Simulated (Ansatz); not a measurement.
Two G0W0 runs on V2O5 (layers cut from the bulk crystal).

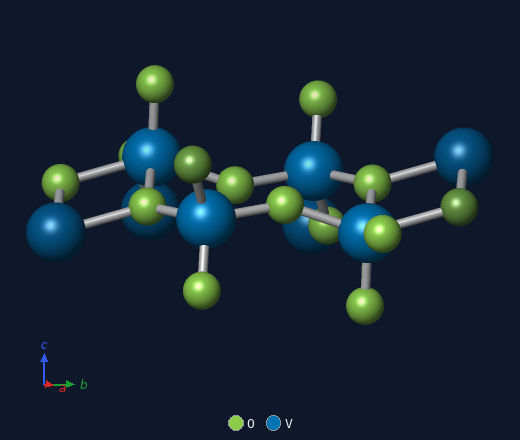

The structure (oxygen green, vanadium blue). Some periodic images of atoms are drawn too.

The cell holds 14 atoms: 10 O and 4 V. Its edges and angles: a = 6.232 Å, b = 6.445 Å, c = 32.300 Å, α = 90.0°, β = 90.0°, γ = 75.5°. It derives from V2O5. Vacuum lies along c.

```xyz
14
Lattice="6.2321 0.0139 0.0000 1.6050 6.2423 0.0000 0.0000 0.0000 32.3000" Properties=species:S:1:pos:R:3
O     5.5021    5.5356   13.8865
O     6.5083    1.9299   14.2459
O     1.4653    5.4855   15.4325
V     5.8989    5.5220   15.3981
V     5.9553    2.1200   15.7074
O     4.4108    1.1757   15.9270
O     5.7056    3.8188   15.9848
O     2.9489    3.2815   16.3152
O     4.2437    5.9246   16.3730
V     2.6992    4.9803   16.5926
V     2.7556    1.5784   16.9019
O     0.9570    1.6009   16.8675
O     2.1462    5.1704   18.0541
O     3.1524    1.5647   18.4135
```

The structure was relaxed with PBEsol-D3(BJ). The runs that relaxed it are not among those shown.

The first (Ansatz 0.2.0; start PBEsol, 4×4×1 mesh, 1494 empty bands, screening to 65 eV, PAW set soft_1 files; 1 × NVIDIA H100 80GB HBM3 (shared by 6 runs) with 2 threads of AMD EPYC 7R13 (Zen 3), shared host) gave, on its mesh: starting gap 2.31 eV, G0W0 gap 4.87 eV, mean of 1 + 4πα/V (set by the cell height) 1.44, 2.7 min.

The second gave: starting gap 2.31 eV, G0W0 gap 5.25 eV, mean of 1 + 4πα/V (set by the cell height) 1.44, 77 s.

Question: What was changed in the input? Choose among start, files, mesh, bands and cutoff, frequency model or another key.

Changed: empty bands from 1494 to 615 and screening cutoff (eV) from 65.0 to 36. The starting gap stayed, which rules out the functional and points to the GW step. Other changes could give like numbers; this is the one that was made.

Limits: not at the basis limit; coarse mesh for a sheet; no spin polarisation; d states lean on the start.

[Paths, hosts, dates, memory and timing lines, banners, echoed tables and standing remarks are left out of the program output.]

[Logs are printed without paths, hosts, clocks, repeated set-up lines and the standing remarks that a program may print on its own settings, such as how far it seeks lower states.]

[Runs of the session that timed out or met a known fault of the program may be left out.]

[Cells called generated may have been cut or substituted from an entry of the Crystallography Open Database or the Materials Project.]

[Hosts, paths, dates, database ids (printed as entryN), source tags and the programs' standing remarks are cut or masked in the printed files.]
